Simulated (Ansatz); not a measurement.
## Effect of x(Sn) = 0.333, 6 atoms, P-3m1 on TiC

Start from TiC in the rock salt structure (space group Fm-3m, No. 225; a = 4.329 Å).

The other end (x = 1) is TiSn in the rock salt structure (space group Fm-3m, No. 225; a hypothetical phase, not in the database extracts checked): 21.77 Å³/atom, gap zero; this end may not be an ambient phase.

Perturbation: a fraction x = 0.333 of the C sites is given to Sn, ordered in a cell of 6 atoms (starting symmetry P-3m1) and fully relaxed.

Level of theory: r2SCAN (Ansatz, a first-principles code), scalar-relativistic without spin-orbit coupling, earlier PAW set. k-mesh 17×17×5 (Γ-centred); smearing 0.05 eV (Fermi–Dirac), for the changed cell.

| quantity | base | changed | shift |
|---|---|---|---|
| volume per atom | 10.14 Å³ | 13.40 Å³ | +3.26 Å³ |
| density | 4.90 g/cm³ | 5.91 g/cm³ | +1.01 g/cm³ |
| band gap | zero | zero | – |
| mixing energy (to 0.01 eV only: unlike meshes or grids) (against an end that may be hypothetical) | – | -0.17 eV/atom | – |
| deviation of the volume from the linear (Vegard-type) interpolation | – | -4.4 % | – |
| mean first-shell distances | – | C–Ti 2.155 Å (end compound 2.164 Å), Sn–Ti 2.995 Å (end compound 2.792 Å) | – |

Final structure:

```yaml
crystal:
  lattice:
    - [3.14612, 0.00000, 0.00000]
    - [-1.57306, 2.72462, 0.00000]
    - [0.00000, 0.00000, 9.37921]
  atoms:
    - { symbol: Sn, position: [0.00000, 0.00000, 0.00000] }
    - { symbol: C, position: [0.33333, 0.66667, 0.63695] }
    - { symbol: C, position: [0.66667, 0.33333, 0.36305] }
    - { symbol: Ti, position: [0.66667, 0.33333, 0.74604] }
    - { symbol: Ti, position: [0.00000, 0.00000, 0.50000] }
    - { symbol: Ti, position: [0.33333, 0.66667, 0.25396] }
```

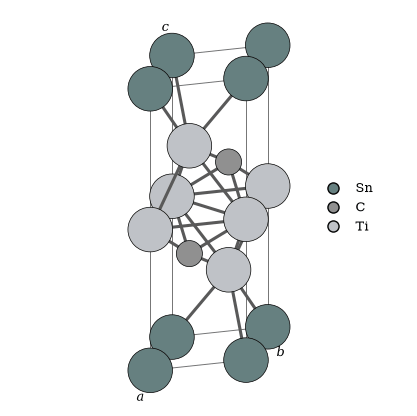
*The relaxed conventional cell after the change*

These are small ordered cells, not random alloys; other orderings at the same x differ. Whether these cells are dynamically stable was not tested. The final runs are not spin-polarised. Under x(Sn) = 0.333, 6 atoms, P-3m1 the cell changed shape so far that it is another structure.
